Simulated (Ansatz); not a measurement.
# BHF2 (SMILES FBF) at RPA@PBE/STO-3G

What is the electronic atomisation energy of BHF2 at RPA@PBE/STO-3G? 

The calculation is run with Ansatz 0.2.0.

54 further runs of the same task are left out: 1 that didn't finish, 53 set aside as unsound or not needed.

### 1 The molecule

BHF2: 4 atoms, total charge 0, spin state singlet. SMILES: `FBF`. Geometry: relaxed at PBE0-D4/def2-TZVP.

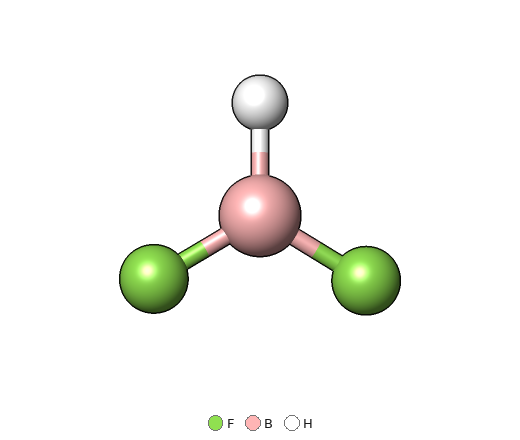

Viewed from a chosen angle; fluorine green, boron pink, hydrogen white.

### 2 The energy at RPA@PBE/STO-3G

Contents of in.yaml:

```yaml
crystal:
  periodic: [false, false, false]
  atoms:
    - {symbol: F, position_ang: [1.154300, 0.456900, -0.361900]}
    - {symbol: B, position_ang: [-0.001900, -0.031000, 0.025200]}
    - {symbol: F, position_ang: [-1.095400, 0.528700, -0.438900]}
    - {symbol: H, position_ang: [-0.057000, -0.954600, 0.775600]}
basis:
  gaussian: {orbitals: STO-3G}
hamiltonian: {xc: pbe}
correlation: {method: rpa, frozen_orbitals: {B: 1, F: 1, H: 0}}
accuracy: high
```

Run with:

```bash
$ ansatz run in.yaml --threads 1 --pin off --max-ram 2610MiB --events-out events.jsonl --progress --plain --runs-dir runs
```

The log of the run:

```text
Warning: RAYON_NUM_THREADS=1 ignored (pool sized by the plan → 1); use --threads N
Functional definition: PBE
  name "PBE"
  parameter kappa = 0.804
  parameter beta = 0.06672455060314922
  exchange = pbe_x(kappa = kappa, mu = beta*pi^2/3)
  correlation = pbe_c(beta = beta)
272 factors; integrals over basis functions are off by at most 4.3e-8 eV
mean field evaluation 1: about -6035.2594 eV, gradient 8.4e0 eV
mean field evaluation 2: about -6035.2090 eV, gradient 8.4e0 eV
mean field evaluation 4: about -6035.4501 eV, gradient 2.2e0 eV
mean field evaluation 8: about -6035.4654 eV, gradient 1.6e-2 eV
mean field evaluation 16: about -6035.4654 eV, gradient 5.7e-9 eV
mean field -6035.46543450 eV, -221.7992637324 hartree, gradient 5.7e-9 eV, S^2 0.000000; 0 other end points of the search recorded, 0 dependent functions left out
3 core orbitals not correlated: weight in the atoms' cores, before any rotation towards them, 1.000 or more for the frozen orbitals, at most 0.000 for the correlated occupied ones
reference -6016.54369622 eV, -221.1039026763 hartree; 9, 9 occupied and 4, 4 virtual orbitals, 272 factors
Total energy: -6021.70646622 eV, -221.2936309744 hartree
```

Run time: 0.7 s. Hardware: 1 thread of Intel Xeon Platinum 8488C (Sapphire Rapids), shared host; peak memory 0.11 GiB.

### 3 The B atom at the same level

Contents of run.yaml:

```yaml
crystal:
  periodic: [false, false, false]
  atoms:
    - {symbol: B, position_ang: [0.000000, 0.000000, 0.000000]}
basis:
  gaussian: {orbitals: STO-3G}
accuracy: high
correlation: {method: rpa, frozen_orbitals: {B: 1}}
magnetization: {spin_polarized: true, initial_magnetization: 1}
hamiltonian: {xc: {name: PBE}}
```

Run the same way, it converges to -24.22643 Eh (log not shown).

### 4 The F atom at the same level

Contents of job.yaml:

```yaml
basis:
  gaussian:
    orbitals: STO-3G
crystal:
  periodic: [false, false, false]
  atoms:
    - {symbol: F, position_ang: [0.000000, 0.000000, 0.000000]}
magnetization:
  spin_polarized: true
  initial_magnetization: 1
hamiltonian:
  xc: pbe
correlation:
  method: rpa
  frozen_orbitals: {F: 1}
accuracy: high
```

Run the same way, it converges to -98.01752 Eh (log not shown).

### 5 The H atom, same level

Contents of run.yaml:

```yaml
crystal:
  periodic: [false, false, false]
  atoms:
    - {symbol: H, position_ang: [0.000000, 0.000000, 0.000000]}
basis:
  gaussian:
    orbitals: STO-3G
magnetization:
  spin_polarized: true
  initial_magnetization: 1
hamiltonian:
  xc: {name: PBE}
correlation:
  method: rpa
  frozen_orbitals: {H: 0}
accuracy: high
```

Run the same way, it converges to -0.46658 Eh (log not shown).

### 6 Outcome

Level: RPA@PBE/STO-3G, 3 core orbitals frozen.

| quantity | value |
| --- | --- |
| molecule: total energy | -221.29363 Eh |
| molecule: RPA correlation energy (valence) | -189.7 mEh |
| B atom: total energy | -24.22643 Eh |
| B atom: RPA correlation energy (valence) | -77.4 mEh |
| B atom: ⟨S²⟩ of the reference determinant | 0.750 |
| F atom: total energy | -98.01752 Eh |
| F atom: RPA correlation energy (valence) | -31.0 mEh |
| F atom: ⟨S²⟩ of the reference determinant | 0.750 |
| H atom: total energy | -0.46658 Eh |
| H atom: RPA correlation energy | 0.0 mEh |
| H atom: ⟨S²⟩ of the reference determinant | 0.750 |
| electronic atomisation energy | 15.390 eV |

What this shows: Taking the molecule apart into free atoms costs 15.39 eV (355 kcal/mol), before zero-point energy and without spin-orbit coupling. In a minimal basis such a difference can be off by several eV, whatever the method.
